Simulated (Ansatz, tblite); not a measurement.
# Ge9H16 off sphere (Ge₉H₁₄O): spin states and exact exchange

Is the singlet the ground state of Ge9H16 off sphere (Ge₉H₁₄O)? Other spin states are computed and compared level by level.

Method: as each input shows; program: Ansatz 0.2.0, Gaussian basis.

The runs, in order: triplet, at the geometry of the singlet (GFN1-xTB, GFN2-xTB, PBE0-D4/def2-TZVP, PBE-D4/def2-TZVP); the singlet's energies come from earlier runs.

## 1. The structure

The singlet was relaxed beforehand with PBE-D4/def2-SVP.

24 atoms, charge 0, spin multiplicity 1.

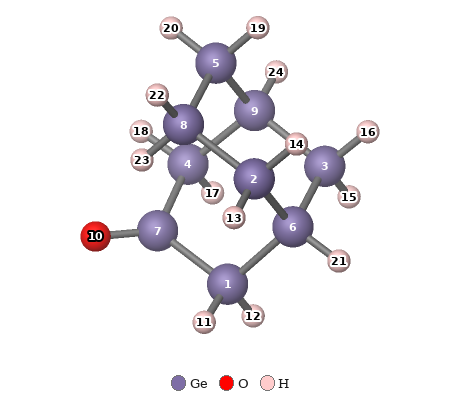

The structure; germanium purple, oxygen red, hydrogen pink; atoms are numbered from 1 in the order of the file.

Coordinates:

```xyz
24
Ge9H14O
Ge    0.3193   -2.9289   -0.0083
Ge    0.3026   -0.0494   -2.7880
Ge   -2.4968   -0.0906    0.0824
Ge    0.3076    0.0122    2.9310
Ge    0.2959    2.7878    0.0486
Ge   -1.1022   -1.4732   -1.3796
Ge    1.6514   -1.5339    1.5426
Ge    1.6947    1.3791   -1.3764
Ge   -1.1118    1.3777    1.4680
O     3.3174   -1.5614    1.5744
H     1.2712   -3.7981   -0.8752
H    -0.5860   -3.8634    0.8491
H     1.1867   -0.9370   -3.7109
H    -0.6082    0.8337   -3.6890
H    -3.3841   -0.9959    0.9859
H    -3.4378    0.7843   -0.7971
H    -0.5991   -0.8476    3.8620
H     1.2524    0.8831    3.8039
H    -0.6129    3.6882   -0.8372
H     1.1761    3.7113    0.9394
H    -2.0182   -2.3769   -2.2638
H     2.6279    2.2602   -2.2553
H     2.5876    0.4777   -0.4729
H    -2.0338    2.2610    2.3663
```

## 2. Triplet at the fixed geometry, GFN1-xTB

Tight binding, by tblite at 300 K electronic temperature and without a spin-polarisation term:

```python
tblite.interface.Calculator('GFN1-xTB', numbers, positions, charge=0, uhf=2).singlepoint()
```

Energy -741.3758 eV; 0.072 s.

## 3. Triplet at the fixed geometry, GFN2-xTB

Tight binding, by tblite at 300 K electronic temperature and without a spin-polarisation term:

```python
tblite.interface.Calculator('GFN2-xTB', numbers, positions, charge=0, uhf=2).singlepoint()
```

Energy -776.4674 eV; 0.07 s.

## 4. Triplet at the fixed geometry, PBE0-D4/def2-TZVP

File in.yaml:

```yaml
crystal:
  periodic: [false, false, false]
  atoms:
    - {symbol: Ge, position_ang: [0.319286, -2.928867, -0.008263]}
    - {symbol: Ge, position_ang: [0.302645, -0.049422, -2.788035]}
    - {symbol: Ge, position_ang: [-2.496829, -0.090566, 0.082399]}
    - {symbol: Ge, position_ang: [0.307595, 0.012183, 2.931019]}
    - {symbol: Ge, position_ang: [0.295936, 2.787805, 0.048613]}
    - {symbol: Ge, position_ang: [-1.102194, -1.473239, -1.379643]}
    - {symbol: Ge, position_ang: [1.651441, -1.533908, 1.542623]}
    - {symbol: Ge, position_ang: [1.694663, 1.379096, -1.376351]}
    - {symbol: Ge, position_ang: [-1.111772, 1.377700, 1.467982]}
    - {symbol: O, position_ang: [3.317445, -1.561386, 1.574388]}
    - {symbol: H, position_ang: [1.271214, -3.798069, -0.875227]}
    - {symbol: H, position_ang: [-0.586036, -3.863428, 0.849099]}
    - {symbol: H, position_ang: [1.186679, -0.937012, -3.710949]}
    - {symbol: H, position_ang: [-0.608248, 0.833718, -3.688958]}
    - {symbol: H, position_ang: [-3.384111, -0.995904, 0.985881]}
    - {symbol: H, position_ang: [-3.437806, 0.784328, -0.797107]}
    - {symbol: H, position_ang: [-0.599051, -0.847626, 3.862007]}
    - {symbol: H, position_ang: [1.252422, 0.883131, 3.803907]}
    - {symbol: H, position_ang: [-0.612918, 3.688199, -0.837156]}
    - {symbol: H, position_ang: [1.176139, 3.711275, 0.939429]}
    - {symbol: H, position_ang: [-2.018227, -2.376925, -2.263775]}
    - {symbol: H, position_ang: [2.627889, 2.260180, -2.255277]}
    - {symbol: H, position_ang: [2.587647, 0.477712, -0.472924]}
    - {symbol: H, position_ang: [-2.033821, 2.260994, 2.366317]}
basis:
  gaussian: {orbitals: def2-TZVP, fitting: {mean_field: def2-universal-jkfit}}
magnetization: {spin_polarized: true, initial_magnetization: 2}
hamiltonian: {xc: pbe0, dispersion: d4}
scf: {omitted_lower_state_checks: [starts]}
output: {orbitals: {seedname: orbitals}}
```

Command:

```sh
ansatz run in.yaml --threads 2 --pin off --events-out ev --progress --plain --max-ram 32768MiB --backend cuda --devices 0, --max-vram 18GiB
```

What it wrote:

```text
Functional definition: PBE0
  name "PBE0"
  cite "Adamo & Barone, J. Chem. Phys. 110, 6158 (1999) doi:10.1063/1.478522"
  cite "Perdew, Burke & Ernzerhof, Phys. Rev. Lett. 77, 3865 (1996) doi:10.1103/PhysRevLett.77.3865"
  parent pbe
  parameter a = 0.25
  parameter kappa = 0.804
  parameter beta = 0.06672455060314922
  exchange = (1 - a)*pbe_x(kappa = kappa, mu = beta*pi^2/3) + a*exact_x
  correlation = pbe_c(beta = beta)
these checks for a lower state are left out or cut short: starts
2723 factors; integrals over basis functions are off by at most 8.8e-1 eV
mean field evaluation 1: about -510863.5637 eV, gradient 5.8e1 eV
mean field evaluation 2: about -510665.3693 eV, gradient 1.5e2 eV
mean field evaluation 4: about -510874.5226 eV, gradient 9.9e0 eV
mean field evaluation 8: about -510875.1690 eV, gradient 6.5e-1 eV
mean field evaluation 16: about -510875.1585 eV, gradient 3.5e-3 eV
mean field -510875.15852443 eV, -18774.3157921531 hartree, gradient 3.5e-5 eV, S^2 2.012356; 0 other end points of the search recorded, 0 dependent functions left out
reference -510875.15858278 eV, -18774.3157942973 hartree; 156, 154 occupied and 391, 393 virtual orbitals, 2723 factors
Total energy: -510876.22330437 eV, -18774.3549220943 hartree
Checks for a lower state left out: starts
```

Wall time 8 s (1 × H100 (card shared with other runs) with 2 threads of AMD EPYC 7R13, shared host); peak host memory 1.2 GiB.

From the report: HOMO -4.51 eV, LUMO -4.67 eV (over both spins; with the spin held, an empty level of the minority spin lies below the top filled one); ⟨S²⟩ 2.012 (pure: 2.00).

## 5. Triplet at the fixed geometry, PBE-D4/def2-TZVP

start.molden holds the orbitals of an earlier run on this state, given as this run's starting guess.

Edit in.yaml of step 4 so:

```diff
@@ -28,5 +28,5 @@
 basis:
-  gaussian: {orbitals: def2-TZVP, fitting: {mean_field: def2-universal-jkfit}}
+  gaussian: {orbitals: def2-TZVP, fitting: {mean_field: def2-universal-jkfit}, initial_orbitals: start.molden}
 magnetization: {spin_polarized: true, initial_magnetization: 2}
-hamiltonian: {xc: pbe0, dispersion: d4}
+hamiltonian: {xc: pbe, dispersion: d4}
 scf: {omitted_lower_state_checks: [starts]}
```

The command is unchanged.

What it wrote:

```text
Functional definition: PBE
  name "PBE"
  cite "Perdew, Burke & Ernzerhof, Phys. Rev. Lett. 77, 3865 (1996) doi:10.1103/PhysRevLett.77.3865"
  parent pbe
  parameter kappa = 0.804
  parameter beta = 0.06672455060314922
  exchange = pbe_x(kappa = kappa, mu = beta*pi^2/3)
  correlation = pbe_c(beta = beta)
these checks for a lower state are left out or cut short: starts
2723 factors; integrals over basis functions are off by at most 8.8e-1 eV
mean field evaluation 1: about -510861.2189 eV, gradient 1.7e1 eV
mean field evaluation 2: about -510861.7952 eV, gradient 7.8e-1 eV
mean field evaluation 4: about -510861.8064 eV, gradient 1.4e-1 eV
mean field evaluation 8: about -510861.8066 eV, gradient 1.1e-5 eV
mean field -510861.80655609 eV, -18773.8251163669 hartree, gradient 1.1e-5 eV, S^2 2.005096; 0 other end points of the search recorded, 0 dependent functions left out
reference -510861.80663326 eV, -18773.8251192029 hartree; 156, 154 occupied and 391, 393 virtual orbitals, 2723 factors
Total energy: -510862.98889058 eV, -18773.8685663579 hartree
Checks for a lower state left out: starts
```

Run time: 7 s. Hardware: 1 × H100 (card shared with other runs) with 2 threads of AMD EPYC 7R13, shared host; peak host memory 1.1 GiB.

Report: HOMO -3.55 eV, LUMO -5.66 eV (over both spins; with the spin held, an empty level of the minority spin lies below the top filled one); ⟨S²⟩ 2.005 (pure: 2.00).

## 6. Triplet less singlet, vertical

The singlet's energies are those of its earlier runs, whose logs aren't repeated here.

```
            level  triplet less singlet, vertical (kJ/mol)    time
         GFN1-xTB                                   +205.4  0.14 s
         GFN2-xTB                                   +285.7  0.13 s
 PBE-D4/def2-TZVP                                   +210.1    11 s
PBE0-D4/def2-TZVP                                   +204.2    14 s
```

Times add the two runs; a level without a time comes out of a correlated run. Tight binding without a spin term can't rank spin states.

## 7. What came out

```
                                                quantity                                       value
triplet less singlet, vertical, functionals in def2-TZVP  +204.2 (PBE0-D4) to +210.1 kJ/mol (PBE-D4)
```

All functionals put the triplet above the singlet, over a spread of 5.9 kJ/mol. The checks for a lower triplet were left out, so another state of that spin may lie lower. These are electronic energies, without zero-point motion, entropy or surroundings.
